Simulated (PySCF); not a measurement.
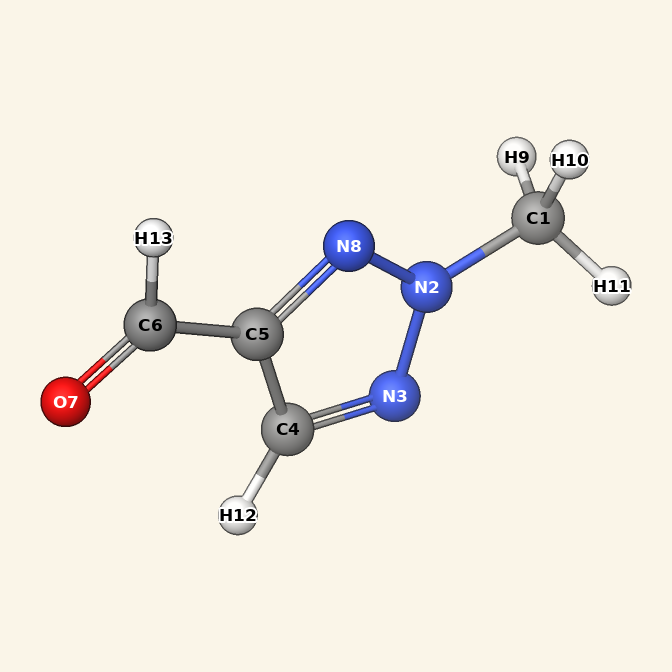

The computed structure is the end point of a GFN2-xTB optimisation. No frequency run is at hand to confirm it as a minimum. Electric field gradients from the ground-state density, PBE0/pcSseg-1 (PySCF 2.14.0), non-relativistic apart from any core potentials.

Give the largest field-gradient component, the quadrupole coupling constant and the asymmetry for 14N at N2 (Q = 20.44 mb), 14N at N3 (Q = 20.44 mb), 17O at O7 (Q = −25.6 mb), 14N at N8 (Q = 20.44 mb), 2H at H9 (Q = 2.86 mb), 2H at H10 (Q = 2.86 mb).

```tsv
atom	V_zz (a.u.)	e²qQ/h (MHz)	η
N2	−0.656	−3.15	0.55
N3	−1.097	−5.27	0.36
O7	−2.045	12.30	0.50
N8	−1.082	−5.20	0.24
H9	0.297	0.200	0.08
H10	0.303	0.203	0.07
```
